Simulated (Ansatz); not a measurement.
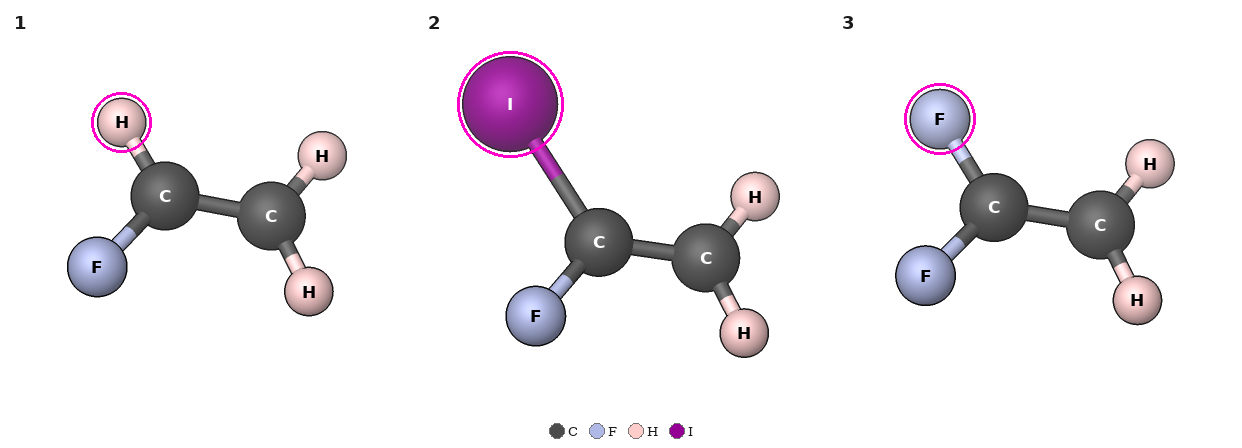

3 molecules with one skeleton, seen from the same side and at one scale; the atom that differs is circled. Each species is neutral and a spin singlet. Computed geometries: PBE0-D4/def2-TZVP optimisations, one conformation each. Properties computed with Ansatz 0.2.0. Elements past Kr carry core potentials.

One atom differs, called X below: H in panel 1, I in panel 2, F in panel 3. Their formulas are C2H3F (`C=CF`), C2H2FI (`C=C(F)I`), C2H2F2 (`C=C(F)F`).

Question: Rank them by the length of X–C, lowest first (PBE0-D4/def2-TZVP).

Answer: 1 (H), 3 (F), 2 (I).

Question: Rank them by the HOMO–LUMO gap, lowest first (B3LYP-D4/def2-TZVPP).

Answer: 2 (I), 1 (H), 3 (F).

Give the values. With PBE0-D4/def2-TZVP: length of X–C (Å), angle F–C–X (°). With B3LYP-D4/def2-TZVPP: dipole moment (D), HOMO energy (Kohn–Sham orbital) (eV), HOMO–LUMO gap (eV).

```json
{"quantity": "length of X–C (Å)", "1 (H)": "1.084", "2 (I)": "2.077", "3 (F)": "1.313"}
{"quantity": "angle F–C–X (°)", "1 (H)": "112.0", "2 (I)": "112.5", "3 (F)": "109.6"}
{"quantity": "dipole moment (D)", "1 (H)": "1.34", "2 (I)": "1.18", "3 (F)": "1.17"}
{"quantity": "HOMO energy (Kohn–Sham orbital) (eV)", "1 (H)": "−7.53", "2 (I)": "−7.08", "3 (F)": "−7.56"}
{"quantity": "HOMO–LUMO gap (eV)", "1 (H)": "7.50", "2 (I)": "5.81", "3 (F)": "7.76"}
```
